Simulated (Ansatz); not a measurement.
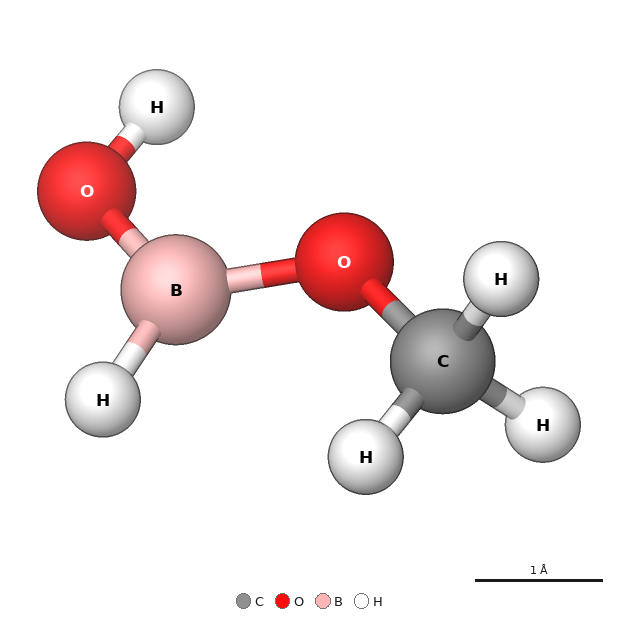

A ball-and-stick model of a molecule. Every bond is drawn as one stick, whatever its order.

Identify the structure.

Formula CH5BO2. SMILES: `COBO`. It has no ring. Among its groups: B–H bond. The point group is Cs. Coordination: 1 C tetrahedral; 2 O bent; 1 B trigonal planar.

More results for the same structure follow; atom numbers are the same in all pictures, views and colours differ. The computed structure is the end point of a PBE0-D4/def2-TZVP optimisation.

Geometry

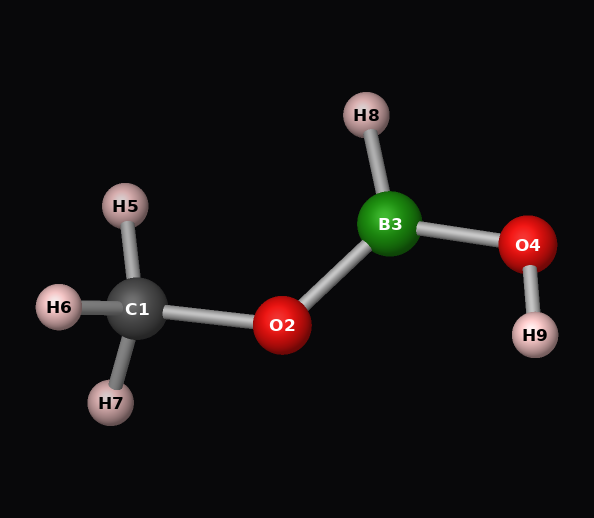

The atoms are numbered.

Estimate the angles O2–C1–H5, O2–C1–H6, C1–O2–B3, O2–B3–O4, O2–B3–H8, O4–B3–H8, B3–O4–H9.

| angle | degrees |
| --- | --- |
| O2–C1–H5 | 111.5 |
| O2–C1–H6 | 109.2 |
| C1–O2–B3 | 121.7 |
| O2–B3–O4 | 119.6 |
| O2–B3–H8 | 121.8 |
| O4–B3–H8 | 118.6 |
| B3–O4–H9 | 112.1 |

Vibrations

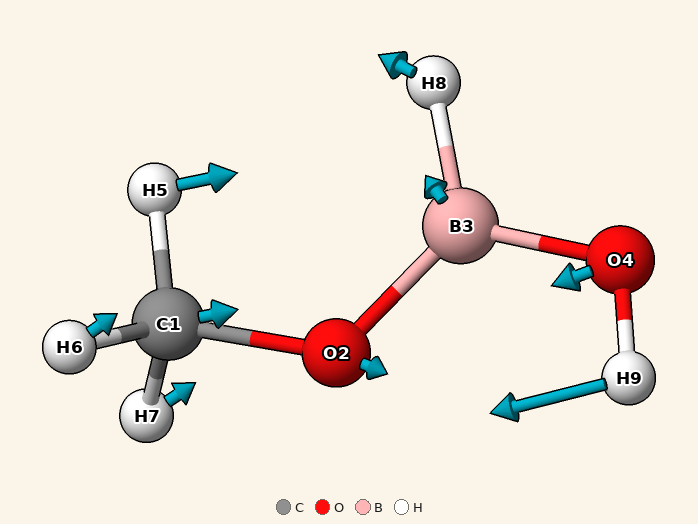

The arrows show one normal mode. Harmonic vibrations computed with RKS PBE0-D4/def2-TZVP (Ansatz 0.2.0) at a stationary point of the same level.

> Describe the motion.

Mostly angle bending.

> At what wavenumber does it lie?

496 cm⁻¹; it is mode 4 of 21 counted from the lowest.

Levels of theory compared

Program: Ansatz 0.2.0.

Tabulate HOMO energy (eV), dipole (D), HOMO–LUMO gap (eV) at these levels: B3LYP-D4/def2-TZVPP; PBE-D4/def2-TZVPP; r2SCAN-D4/def2-TZVPP; ωB97M-V/def2-TZVPP.

```csv
level,HOMO energy (eV),dipole (D),HOMO–LUMO gap (eV)
B3LYP-D4/def2-TZVPP,−8.39,1.82,9.04
PBE-D4/def2-TZVPP,−7.07,1.77,7.03
r2SCAN-D4/def2-TZVPP,−7.40,1.79,7.78
ωB97M-V/def2-TZVPP,−11.04,1.81,13.60
```

Charges

The questions are on Mulliken charges. Properties computed with RKS ωB97M-V/def2-TZVPP (Ansatz 0.2.0).

> Which atom carries the highest charge (most positive or least negative)?

B3 (0.20 e).

> And the lowest?

O2 (−0.31 e).

List the Mulliken charges.

```tsv
atom	value (e)
C1	−0.13
O2	−0.31
B3	0.20
O4	−0.29
H5	0.09
H6	0.12
H7	0.12
H8	0.02
H9	0.18
```

Mulliken values depend strongly on the basis set and can even reverse the polarity of a bond.
